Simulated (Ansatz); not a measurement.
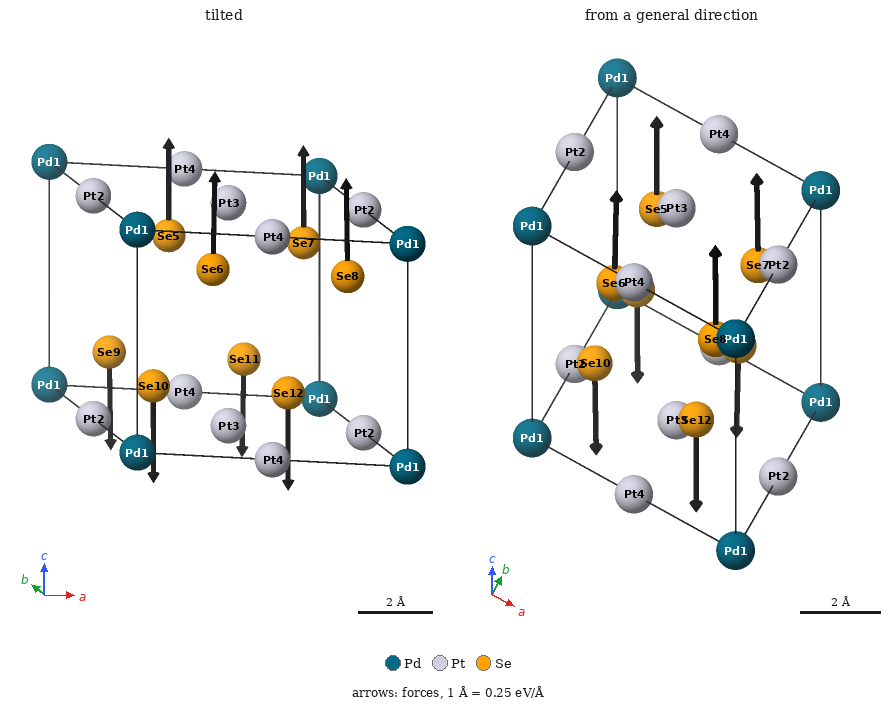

The crystal in a spheres-only representation, seen slightly off an axis and from a general direction. The simulation cell is outlined; an atom on or near a face, edge or corner is repeated at each equivalent position. The arrows are the computed forces on the atoms.

System: PdPt₃Se₈. Theory: DFT LDA, scalar-relativistic, plane waves, PAW (Ansatz). Numerical settings: E_cut = 420 eV, the zone sampled with 6×6×6 points, Gaussian smearing of 0.02 eV, no spin polarisation.

Q: Are the atoms in equilibrium?

A: No. The atoms still feel forces of up to about 0.59 eV/Å, far above a usual threshold of 0.01 to 0.03 eV/Å.

Provenance: a structure type filled with these elements by a generator (whether the compound takes this form wasn't checked). Earlier steps of the study may have refined or changed the cell and positions. A calculation with Ansatz used it as input.
